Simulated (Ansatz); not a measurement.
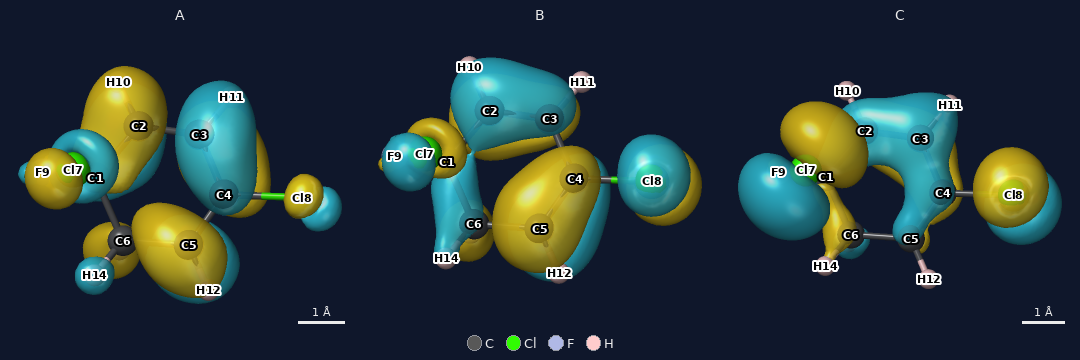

*C6H5Cl2F (SMILES F[C@]1(Cl)C=CC(Cl)=CC1). Three frontier orbitals at ±0.08 Å⁻³ᐟ² (yellow and cyan are the two phases), in no order.*

Geometry: B3LYP-D3(BJ)/def2-SVP.

Theory: isolated molecule in a Gaussian basis; Kohn-Sham density functional theory, functional PBE0 (Ansatz).

Input

```
crystal:
  periodic: [false, false, false]
  atoms:
    - {symbol: C, position_ang: [-1.160322, 1.561033, 0.234783]}
    - {symbol: C, position_ang: [-0.187780, 0.519290, 0.687229]}
    - {symbol: C, position_ang: [0.181698, 0.448242, 1.977954]}
    - {symbol: C, position_ang: [-0.402297, 1.353883, 2.968246]}
    - {symbol: C, position_ang: [-1.471421, 2.116206, 2.680660]}
    - {symbol: C, position_ang: [-2.118534, 2.005263, 1.329332]}
    - {symbol: Cl, position_ang: [-0.187351, 3.009954, -0.349783]}
    - {symbol: Cl, position_ang: [0.349791, 1.383282, 4.543586]}
    - {symbol: F, position_ang: [-1.874641, 1.113327, -0.839740]}
    - {symbol: H, position_ang: [0.248271, -0.115472, -0.086819]}
    - {symbol: H, position_ang: [0.932662, -0.269278, 2.312826]}
    - {symbol: H, position_ang: [-1.919173, 2.762997, 3.436399]}
    - {symbol: H, position_ang: [-2.910342, 1.230526, 1.372078]}
    - {symbol: H, position_ang: [-2.604562, 2.943314, 1.027416]}
basis:
  gaussian: {orbitals: def2-SVPD}
hamiltonian: {xc: {name: PBE0}}
output: {forces: true, orbitals: {seedname: orbitals}}
```

Launched as:

```sh
ansatz run input.yaml --threads 4 --pin off --max-ram 7830MiB --events-out events.jsonl --progress --plain --runs-dir runs
```

### Order the three orbitals by energy and name them.

C is the HOMO−1 (−8.64 eV). By Hirshfeld shares it lies mainly on Cl7 (about 45 %), Cl8 (about 20 %), C3 (about 15 %) and C2 (about 10 %). B is the HOMO (−7.16 eV). By Hirshfeld shares it lies mainly on C5 (about 25 %), C4 (about 15 %), C2 (about 15 %), Cl8 (about 15 %) and C3 (about 10 %). A is the LUMO (−2.02 eV). It lies mainly on C2 (about 20 %), C5 (about 20 %), C3 (about 20 %), C4 (about 10 %) and Cl7 (about 5 %).

### What is the HOMO–LUMO gap?

5.14 eV between the orbital energies.
